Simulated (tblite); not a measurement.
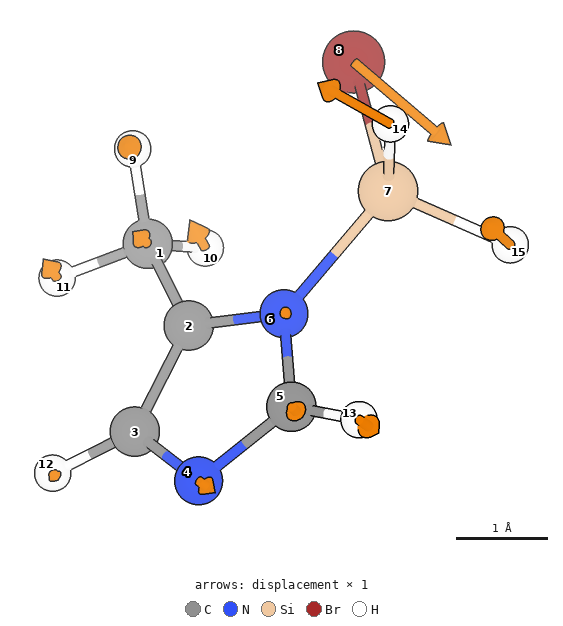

A relaxation of C$_{4}$H$_{7}$BrN$_{2}$Si. The starting structure is drawn; orange arrows show the displacements, at their true length. The two geometries are superimposed by the best rigid fit.

A ball-and-stick model, seen from a free direction.

Computed with GFN2-xTB geometry optimisation, gas phase (tblite). 

What happened in the run?

Answer. Br8 moves most after the best rigid fit: 1.47 Å. Largest moves by element: Br 1.47 Å, H 1.25 Å, C 0.31 Å, N 0.28 Å, Si 0.06 Å. Among the contacts that change: N4–C5 1.350 → 1.289 Å, N6–Si7 1.783 → 1.737 Å, C1–H11 1.130 → 1.087 Å, C3–H12 1.114 → 1.071 Å. Among the angles between lasting bonds that change: H14–Si7–H15 104.0° → 116.7°, N4–C5–N6 106.0° → 113.0°, C2–N6–C5 111.5° → 104.9°. Groups turn about N6–Si7 by about 55°. The energy falls by 15.6 kcal/mol in 117 geometry steps. Cost: 1 s on 1 thread of Arm Neoverse V1, with other jobs on the host.
